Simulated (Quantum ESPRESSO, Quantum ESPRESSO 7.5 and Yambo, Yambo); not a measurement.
# CdWO4 (P2/c): G0W0 on several meshes in Yambo

Aim: the GW shift of CdWO4 (P2/c) against the k mesh.

Program: Quantum ESPRESSO 7.5 and Yambo 5.3.0. Level of theory: LDA and many-body steps on it, plane waves. Results are calculated unless marked as measured.

## Step 1: The starting structure

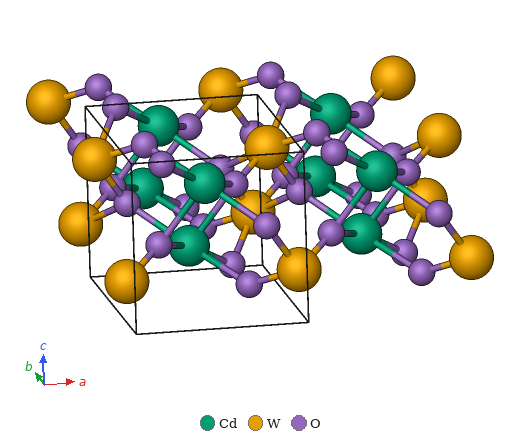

Start, viewed slightly off an axis; cadmium teal, tungsten orange, oxygen purple. 2×2×1 cells are drawn. Some periodic images of atoms are drawn too.

The cell and positions come from the Crystallography Open Database and are kept as given unless a step says otherwise. Spin-orbit coupling is left out unless a step names it.

## Step 2: Empty states on the mesh, 2×1×1 mesh, 131 bands

This step: Quantum ESPRESSO 7.5; DFT, LDA, plane waves, norm-conserving pseudopotentials.

The sums over transitions need many empty states on a uniform mesh; this step solves for them.

The input, pw.in:

```
&control
  calculation = 'nscf'
  prefix = 'x'
  outdir = 'o'
  pseudo_dir = 'pseudo'
/
&system
  ibrav = 0
  nat = 12
  ntyp = 3
  ecutwfc = 94.0
  nbnd = 131
  force_symmorphic = .true.
/
&electrons
  conv_thr = 1e-9
  electron_maxstep = 80
  diago_full_acc = .true.
  diago_thr_init = 5e-6
/
ATOMIC_SPECIES
  Cd 112.41 Cd.upf
  W 183.84 W.upf
  O 15.999 O.upf
CELL_PARAMETERS angstrom
  5.0400000000 -0.0000000000 0.0000000000
  -0.0000000000 5.8701000000 -0.0000000000
  -0.1309573182 -0.0000000000 5.0824131071
ATOMIC_POSITIONS crystal
  Cd 0.5000000000 0.6972900000 0.2500000000
  Cd 0.5000000000 0.3027100000 0.7500000000
  W 0.0000000000 0.1785500000 0.2500000000
  W 0.0000000000 0.8214500000 0.7500000000
  O 0.2018000000 0.0955000000 0.9504000000
  O 0.7982000000 0.0955000000 0.5496000000
  O 0.7982000000 0.9045000000 0.0496000000
  O 0.2018000000 0.9045000000 0.4504000000
  O 0.2420000000 0.3703000000 0.3839000000
  O 0.7580000000 0.3703000000 0.1161000000
  O 0.7580000000 0.6297000000 0.6161000000
  O 0.2420000000 0.6297000000 0.8839000000
K_POINTS automatic
  2 1 1 0 0 0
```

Command:

```console
OMP_NUM_THREADS=1 mpirun -n 8 pw.x -nk 4 -in pw.in > pw.out
```

What it wrote:

```text
Program PWSCF v.7.5 starts

     This program is part of the open-source Quantum ESPRESSO suite
     for quantum simulation of materials; please cite
         "P. Giannozzi et al., J. Phys.:Condens. Matter 21 395502 (2009);
         "P. Giannozzi et al., J. Phys.:Condens. Matter 29 465901 (2017);
         "P. Giannozzi et al., J. Chem. Phys. 152 154105 (2020);
     in publications or presentations arising from this work. More details at

     Atomic positions and unit cell read from directory:
     o/x.save/

     Message from routine setup:
[...]
[... 5 further rows ...]
[...]
40.7370  40.8714  41.4178

          k =-0.5000 0.0000-0.0129 ( 15620 PWs)   bands (ev):

[...]
19.0460  19.7338  19.9596  20.2816  20.6006  21.6358  22.0017  22.3948
     [... 5 further rows ...]
    38.3208  38.3975  38.9978  39.0894  39.4902  39.7674  40.0496  40.0528
    40.8996  41.1086  41.2821

     highest occupied, lowest unoccupied level (ev):     8.5186   12.1090

     XML data file, pseudopotentials, collected wavefunctions

=------------------------------------------------------------------------------=
   JOB DONE.
=------------------------------------------------------------------------------=
```

It took 14 s on 8 MPI ranks of Arm Neoverse V2, shared host; peak memory 0.9 GiB.

Numbers from this step:

* gap: 3.590 eV
* k of the valence top: -0.5, 0, 0
* k of the conduction bottom: 0, 0, 0
* least direct gap: 3.643 eV
* k points computed: 2
* lowest point of the top converged band, above the valence top: 32.76 eV

On this mesh the gap is 3.590 eV.

The density comes from a self-consistent run that is not shown.

## Step 3: Conversion and set-up

This step: Yambo 5.3.0; conversion and set-up on LDA, plane waves, norm-conserving pseudopotentials.

The states are converted to the many-body program's format and the q mesh is built.

Command:

```console
(cd o/x.save; p2y > p2y.log; mv SAVE ../..); yambo > setup.log
```

What it wrote:

```text
 Yambo, version 5.3.0

 [02] CORE Variables Setup
 =========================

  [02.01] Unit cells
  ==================

  Cell kind             :  Unknown
  Atoms in the cell     :  Cd  W  O
  number of Cd atoms    :  2
  number of W  atoms    :  2
  number of O  atoms    :   8

  List of atomic masses
  Mass of Cd    :  112.4100
  Mass of W     :  183.8400
  Mass of O     :  15.99900

  List of atomic coordinates    : [cc]
  Cd1       :  4.700241  7.734955  2.401092  order 1
  Cd2       :  4.576505  3.357926  7.203277  order 2
[...]
0.000000  0.000000  0.000000  0.000000  0.000000  0.000000  0.000000  0.000000
   0.000000  0.000000  0.000000  0.000000  0.000000  0.000000  0.000000  0.000000

 [03] Transferred momenta grid and indexing
 ==========================================

 IBZ Q-points                                      :  2
 BZ  Q-points                                      :  2

 K/Q-points units:
 rlu = crystal or reduced units; cc = cartesian coordinates; iku = interal k-units

 Q [1]          [rlu]:  0.000000  0.000000  0.000000
 Q [2]          [rlu]: -0.50000       0.0000      0.12732E-17

  [03.01] X indexes
  =================

   [03.01.01] Sigma indexes
   ========================

 [06] Game Over & Game summary
```

Run time: 2.5 s. Hardware: 1 MPI rank; peak memory 0.24 GiB.

## Step 4: 2×1×1

G0W0 replaces the xc potential by the self-energy, built once from these orbitals. Only a window of levels is corrected, while the sums run over the empty bands that the input names.

This step: G0W0 on LDA, plane waves, norm-conserving pseudopotentials.

The input, gw13.in:

```
HF_and_locXC
gw0
dyson
ppa
em1d
rim_cut
RandQpts= 1000000
RandGvec= 1 RL
EXXRLvcs= 94 Ry
VXCRLvcs= 376 Ry
Chimod= "HARTREE"
% BndsRnXp
 1 | 131 |
%
NGsBlkXp= 5.5 Ry
% LongDrXp
 1 | 1 | 1 |
%
% GbndRnge
 1 | 131 |
%
DysSolver= "n"
ExtendOut
PPAPntXp= 27.21138 eV
% QPkrange
 2 | 2 | 57 | 60 |
 1 | 1 | 57 | 60 |
%
```

Command:

```console
OMP_NUM_THREADS=2 mpirun -n 4 yambo -F gw13.in -J gw13 -C gw13 > gw13.log
```

What it wrote:

```text
 Yambo, version 5.3.0

 [02] CORE Variables Setup
 =========================

  [... cell, symmetries and grids as in the set-up ...]

  [02.05] Energies & Occupations
  ==============================

  [X] === General ===
  [X] Electronic Temperature                        :  0.000000  0.000000 [eV K]
  [X] Bosonic    Temperature                        :  0.000000  0.000000 [eV K]
  [X] Finite Temperature mode                       : no
  [X] El. density                                   :  0.77146E+24 [cm-3]
  [X] Fermi Level                                   :  8.518618 [eV]

  [X] === Gaps and Widths ===
  [X] Conduction Band Min                           :  3.590358 [eV]
  [X] Valence Band Max                              :  0.000000 [eV]
  [X] Filled Bands                                  :   58
  [X] Empty Bands                                   :   59  131
  [X] Direct Gap                                    :  3.642600 [eV]
  [X] Direct Gap localized at k                     :  1
  [X] Indirect Gap                                  :  3.590358 [eV]
  [X] Indirect Gap between kpts                     :  2  1
  [X] Last valence band width                       :  0.052242 [eV]
  [X] 1st conduction band width                     :  0.242527 [eV]

 [03] Transferred momenta grid and indexing
 ==========================================

 IBZ Q-points                                      :  2
 BZ  Q-points                                      :  2

 K/Q-points units:
 rlu = crystal or reduced units; cc = cartesian coordinates; iku = interal k-units

 Q [1]          [rlu]:  0.000000  0.000000  0.000000
 Q [2]          [rlu]: -0.50000       0.0000      0.12732E-17

 [04] Coloumb potential Random Integration (RIM)
 ===============================================

  [04.01] RIM initialization
  ==========================

  * Diagonal components only detected *

  8 x (sBL volume)        :  0.977816 [a.u.]
  sBZ random points       :  1000000
  Points outside the sBZ  :   7990763
  RL volume               :  0.244454 [a.u.]
  Integrated volume       :  0.244736 [a.u.]

  [04.02] RIM integrals
  =====================

  Gamma point sphere radius             :  0.180040 [a.u.]
  Points outside the sphere             :   802047
  [Int_sBZ(q=0) 1/q^2]*(Vol_sBZ)^(-1/3) =:  7.360908
                                 should be <:  7.795600

  Summary of Coulomb integrals for non-metallic bands |Q|[au] RIM/Bare

  Q [1] 0.100000E-4 0.944239 * Q [2] 0.329963 0.757648

 [05] Dipoles
 ============

  [05.01] Setup: observables and procedures
  =========================================

  [WARNING] [x,Vnl] slows the Dipoles computation. To neglect it rename the ns.kb_pp file

 [06] Dynamic Dielectric Matrix (PPA)
 ====================================

 [WR./gw13//ndb.pp]--------------------------------------------------------------
  Brillouin Zone Q/K grids (IBZ/BZ)                :  2  2  2  2
  RL vectors                                       :  17257 [WF]
  Coulomb cutoff potential                         : none
  Electronic Temperature                           :  0.000000 [K]
  Bosonic    Temperature                           :  0.000000 [K]
  PPA    diel. fun.  energies                      : Slater exchange(X)+Perdew & Wang(C)
  wavefunctions                                    : Slater exchange(X)+Perdew & Wang(C)
  Global Gauge                                     : length
  X matrix size                                    :  261
  X band range                                     :    1  131
  X e/h energy range                               : -1.000000 -1.000000 [eV]
  X Time ordering                                  : R
  X Hxc Kernel                                     : HARTREE
  X Drude frequency                                :  0.000000  0.000000
  X poles                                          :  100.0000 [o/o]
  RL vectors in the sum                            :  17257
  [r,Vnl] included                                 : yes
  Field direction                                  :  0.577350E-5  0.577350E-5  0.577350E-5
  BZ energy Double Grid                            : no
  BZ energy DbGd points                            : 0
  BZ Q point size factor                           : -1.000000
  X Optical Averaged directions                    : none

 [07] Local Exchange-Correlation + Non-Local Fock
 ================================================

 [VXC] Plane waves :  125031
 [EXS] Plane waves :  15645

 QP @ state[ 1 ] K range:  1  2
 QP @ state[ 1 ] b range:   57   60

 [xc] Functional : Slater exchange(X)+Perdew & Wang(C)
 [xc] LIBXC used to calculate xc functional
  PP Number of Atomic Species                      :  3
  NLCC RL compoments                               :  125031
  PP Number of Atomic Species                      :  3
  NLCC RL compoments                               :  125031

 [xc] E_xc :  -72.76933 [Ha]
      E_xc :  -145.5387 [Ry]

  Local XC kind (lXC) : Slater exchange(X)+Perdew & Wang(C)
  Non-Local XC kind (nlXC) : Hartree-Fock

  Corrections @ K [1] :  [eV]
 <57|nlXC|57> = -25.06280  0.23100E-16 <57|lXC|57> = -19.78250  0.18882E-15
 <58|nlXC|58> = -25.58918  0.21192E-16 <58|lXC|58> = -20.82330 -0.94408E-16
 <59|nlXC|59> = -11.59594 -0.23340E-17 <59|lXC|59> = -17.16740  0.000000
 <60|nlXC|60> = -12.05654 -0.36026E-17 <60|lXC|60> = -18.08214  0.47204E-16

  Corrections @ K [2] :  [eV]
 <57|nlXC|57> = -26.03834 -0.26052E-16 <57|lXC|57> = -21.12792 -0.94408E-16
 <58|nlXC|58> = -25.51232 -0.13936E-16 <58|lXC|58> = -20.49570  0.18587E-15
 <59|nlXC|59> = -12.18405 -0.27648E-17 <59|lXC|59> = -18.22910  0.94408E-16
 <60|nlXC|60> = -12.21285  0.18433E-17 <60|lXC|60> = -17.88311 -0.37763E-15

  [07.01] Hartree-Fock occupations report
  =======================================

  [Hartree-Fock] === General ===
  [Hartree-Fock] Electronic Temperature             :  0.000000  0.000000 [eV K]
  [Hartree-Fock] Bosonic    Temperature             :  0.000000  0.000000 [eV K]
  [Hartree-Fock] Finite Temperature mode            : no
  [Hartree-Fock] El. density                        :  0.77146E+24 [cm-3]
  [Hartree-Fock] Fermi Level                        :  8.518618 [eV]

  [Hartree-Fock] === Gaps and Widths ===
  [Hartree-Fock] Conduction Band Min                :  9.161820 [eV]
  [Hartree-Fock] Valence Band Max                   : -4.818113 [eV]
  [Hartree-Fock] Filled Bands                       :   58
  [Hartree-Fock] Empty Bands                        :   59  131
  [Hartree-Fock] Direct Gap                         :  13.97993 [eV]
  [Hartree-Fock] Direct Gap localized at k          :  1
  [Hartree-Fock] Indirect Gap                       :  13.97993 [eV]
  [Hartree-Fock] Indirect Gap between kpts          :  1  1
  [Hartree-Fock] Last valence band width            :  0.198512 [eV]
  [Hartree-Fock] 1st conduction band width          :  0.716118 [eV]

 [08] Dyson equation: Newton solver
 ==================================

  [08.01] G0W0 (W PPA)
  ====================

  [  GW  ] Bands range     :    1  131
  [GW/PPA] G damping       :  0.100000 [eV]

  QP @ state[ 1 ] K range:  1  2
  QP @ state[ 1 ] b range:   57   60

   Sc/G bands                                       :    1  131
   Sc/G damping                                     :  0.100000 ev
   Sc bands terminator                              : no
   Sx RL components                                 :  15645

   QP @ state[ 1 ] K range                          :  1  2
   QP @ state[ 1 ] b range                          :   57   60
   GF energies kind                                 : Slater exchange(X)+Perdew & Wang(C)
   GF WF`s kind                                     : Slater exchange(X)+Perdew & Wang(C)
   Xs energies kind                                 : Slater exchange(X)+Perdew & Wang(C)
   Xs WF`s kind                                     : Slater exchange(X)+Perdew & Wang(C)

 [11] Game Over & Game summary
```

It took 8.4 s on 4 MPI ranks; peak memory 1.5 GiB; 48 s of CPU time.

Numbers from this step:

| Quantity | Value |
| --- | --- |
| G0W0 gap on the points computed | 5.720 eV |
| starting gap on the mesh | 3.590 eV |
| k of the valence top | 0, 0, 0 |
| k of the conduction bottom | 0, 0, 0 |
| least direct G0W0 gap on the computed points | 5.720 eV |
| Z at the valence top | 0.7823 |
| Z at the conduction bottom | 0.8143 |

The gap on the mesh goes from 3.59 eV to 5.72 eV, a correction of +2.13 eV.

## Step 5: Empty states on the mesh, 2×2×2 mesh, 131 bands

This step: Quantum ESPRESSO 7.5; DFT, LDA, plane waves, norm-conserving pseudopotentials.

Edit pw.in of step 2 so:

```diff
@@ -42,2 +42,2 @@
 K_POINTS automatic
-  2 1 1 0 0 0
+  2 2 2 0 0 0
```

Command:

```console
OMP_NUM_THREADS=1 mpirun -n 8 pw.x -nk 4 -in pw.in > pw.out
```

What it wrote:

```text
[banner, memory and clock lines left out]
Program PWSCF v.7.5 starts

     Atomic positions and unit cell read from directory:
     o/x.save/

     Message from routine setup:
     using ibrav=0 with symmetry is DISCOURAGED, use correct ibrav instead

     bravais-lattice index     =            0
     lattice parameter (alat)  =       9.5242  a.u.
     unit-cell volume          =    1014.7115 (a.u.)^3
     number of atoms/cell      =           12
     number of atomic types    =            3
     number of electrons       =       116.00
[...]
k = 0.0000 0.0000-0.4958 ( 15626 PWs)   bands (ev):

[...]
[... 5 further rows ...]
[...]
41.1815  41.1816  41.4452

          k = 0.0000-0.4293 0.0000 ( 15614 PWs)   bands (ev):

[...]
19.2524  19.5519  19.9276  20.3285  20.3773  20.4149  21.7715  22.0866
     [... 5 further rows ...]
    37.5182  37.8423  38.7170  39.1248  39.7874  39.8005  40.4388  40.6626
    40.9935  41.1805  41.2462

          k = 0.0000-0.4293-0.4958 ( 15656 PWs)   bands (ev):

     [... further k-points ...]

     highest occupied, lowest unoccupied level (ev):     8.7283   11.7260

     XML data file, pseudopotentials, collected wavefunctions
```

Run time: 25 s. Hardware: 8 MPI ranks; peak memory 1.3 GiB; 3.4 min of CPU time.

Numbers from this step:

```
gap                                                           : 2.998 eV
k of the valence top                                          : 0, -0.5, 0
k of the conduction bottom                                    : 0, -0.5, 0
least direct gap                                              : 2.998 eV
k points computed                                             : 8
lowest point of the top converged band, above the valence top : 32.39 eV
```

On this mesh the gap is 2.998 eV.

(Continued in part 2 of 2.)

[Paths, hosts, dates, memory and timing lines, banners, echoed tables and standing remarks are left out of the program output.]

[Logs are printed without paths, hosts, clocks, repeated set-up lines and the standing remarks that a program may print on its own settings, such as how far it seeks lower states.]

[Runs of the session that timed out or met a known fault of the program may be left out.]

[Hosts, paths, dates, database ids (printed as entryN), source tags and the programs' standing remarks are cut or masked in the printed files.]
